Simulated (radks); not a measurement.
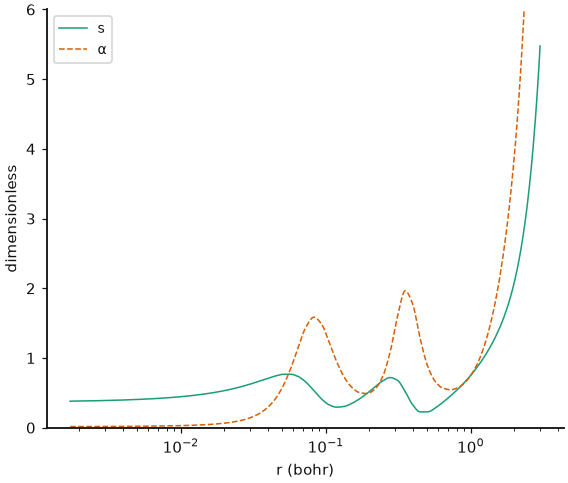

The Cu²⁺ ion; electrons: [Ar] 3d9. Theory: non-relativistic Kohn-Sham, LDA (Slater exchange, Perdew-Wang correlation), spin-unpolarised, spherical densities, point nucleus (computed with the in-house radial solver radks).

The plot shows the reduced density gradient s and the kinetic indicator α = (τ − τW)/τunif, the ingredients of GGAs and meta-GGAs.

**What does the plot show?**

s starts near 0.38 at the inner end, has maxima between the shells at r = 0.057 bohr (0.77) and 0.28 bohr (0.72), and grows in the tail, to 5.5 at 3.0 bohr. α peaks at r = 0.083 bohr (1.6) and 0.35 bohr (2.0), where shells overlap, and is small where one s orbital dominates. In the tail α rises again, to 14.4 at the end, as it does where the highest occupied level has l > 0.
